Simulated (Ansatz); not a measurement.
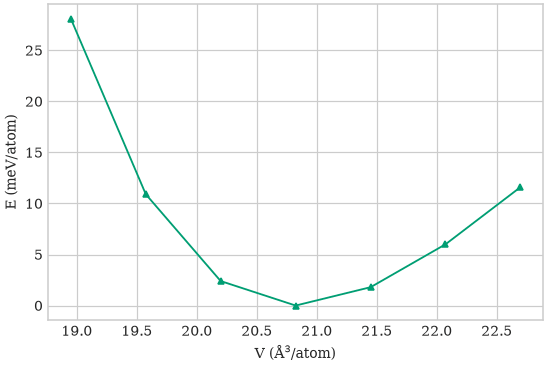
Figure. WSe2 in space group P6_3/mmc (No. 194; W on 2d, Se on 4f) under volume change, r²SCAN+D4 in the plane-wave PAW code Ansatz, shape and atoms relaxed at each volume.

Problem. What does a third-order Birch–Murnaghan fit give for V₀, B₀ and B′?

Solution. V₀ = 20.83 Å³/atom, B₀ = 34.7 GPa, B′ = 13.3.

The cell was relaxed with r²SCAN+D4 under the symmetry of its start; of distortions, only those at the zone centre were tested. No spin polarisation was allowed. Spin–orbit coupling is left out wherever it is not named.

Potentials: the later of the program's two PAW sets.
